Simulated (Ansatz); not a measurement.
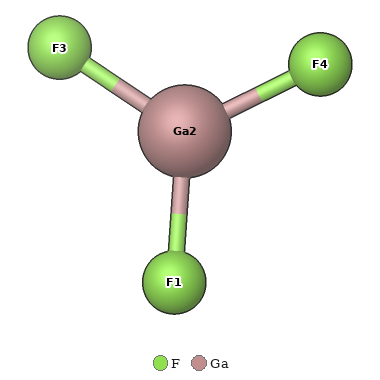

The system is F₃Ga, SMILES [F][Ga]([F])[F]; the picture shows the reference structure. First axis: angle F3–Ga2–F1. Second axis: angle F4–Ga2–F1. Nothing is relaxed (all other coordinates rigid). Grid: 13 × 13 points; 153 points were computed and 16 follow by symmetry. Points are written as (first, second). Energies are in kJ/mol, from the lowest grid point. Level of theory: RKS CAM-B3LYP-D4/def2-TZVP (Ansatz 0.2.0).

Its coordinates:

```
atom    x (Å)    y (Å)    z (Å)
   F  -0.0487  -1.6087   0.6452
  Ga   0.0139  -0.0151  -0.0051
   F   0.9632   1.1948   0.7705
   F  -0.8729   0.3687  -1.4310
```

Range: angle F3–Ga2–F1 from 95.0 to 145.0°; angle F4–Ga2–F1 from 75.0 to 165.0°.

Question: What will the energy surface look like?

Answer: The lowest grid point is at (120.0°, 120.0°). It is the only kind of minimum in the scanned range. The highest grid point, (145.0°, 165.0°), lies 914 kJ/mol above the lowest. Round the minimum the valley is somewhat tilted: raising angle F3–Ga2–F1 shifts the best value of angle F4–Ga2–F1 downwards (coupling k₁₂/√(k₁₁k₂₂) about 0.5).

| angle F4–Ga2–F1 ↓, angle F3–Ga2–F1 → | 95.0 | 99.2 | 103.3 | 107.5 | 111.7 | 115.8 | 120.0 | 124.2 | 128.3 | 132.5 | 136.7 | 140.8 | 145.0 |
| --- | --- | --- | --- | --- | --- | --- | --- | --- | --- | --- | --- | --- | --- |
| 165.0 | 80 | 80 | 83 | 92 | 107 | 128 | 158 | 201 | 260 | 346 | 472 | 654 | 914 |
| 157.5 | 58 | 55 | 55 | 58 | 66 | 78 | 96 | 121 | 154 | 201 | 267 | 360 | 497 |
| 150.0 | 44 | 38 | 35 | 35 | 39 | 45 | 56 | 71 | 91 | 119 | 157 | 207 | 279 |
| 142.5 | 35 | 27 | 22 | 20 | 20 | 23 | 29 | 39 | 52 | 69 | 92 | 123 | 164 |
| 135.0 | 31 | 21 | 14 | 10 | 9 | 9 | 13 | 18 | 26 | 38 | 53 | 73 | 98 |
| 127.5 | 31 | 20 | 13 | 7 | 3 | 2 | 3 | 6 | 11 | 19 | 29 | 42 | 60 |
| 120.0 | 37 | 25 | 16 | 9 | 4 | 1 | 0 | 1 | 4 | 9 | 16 | 25 | 37 |
| 112.5 | 48 | 35 | 24 | 16 | 10 | 5 | 3 | 2 | 3 | 6 | 11 | 17 | 26 |
| 105.0 | 65 | 50 | 39 | 29 | 22 | 16 | 13 | 10 | 10 | 11 | 14 | 18 | 24 |
| 97.5 | 89 | 73 | 60 | 50 | 41 | 34 | 29 | 26 | 24 | 24 | 25 | 28 | 32 |
| 90.0 | 123 | 106 | 92 | 80 | 70 | 62 | 56 | 51 | 48 | 47 | 47 | 48 | 51 |
| 82.5 | 170 | 152 | 136 | 123 | 112 | 103 | 96 | 90 | 86 | 83 | 82 | 82 | 83 |
| 75.0 | 239 | 220 | 203 | 189 | 177 | 167 | 158 | 151 | 146 | 142 | 139 | 138 | 138 |

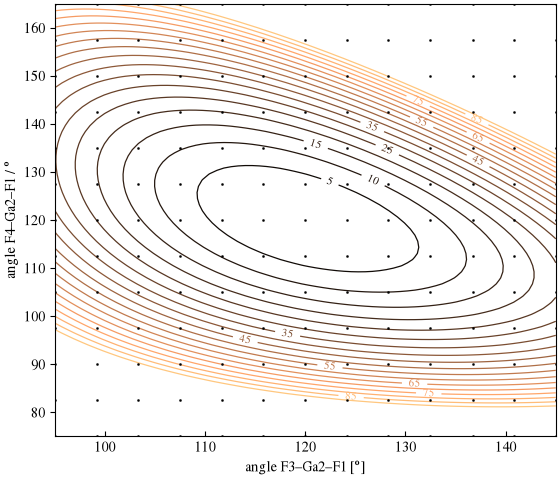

The picture shows contour lines labelled in kJ/mol (none above 90), dots at the grid points. Between grid points the surface is interpolated.

The whole map (153 points run) took 9.7 min on 1 thread of Intel(R) Xeon(R) Platinum 8488C (Sapphire Rapids), with other jobs on the host.
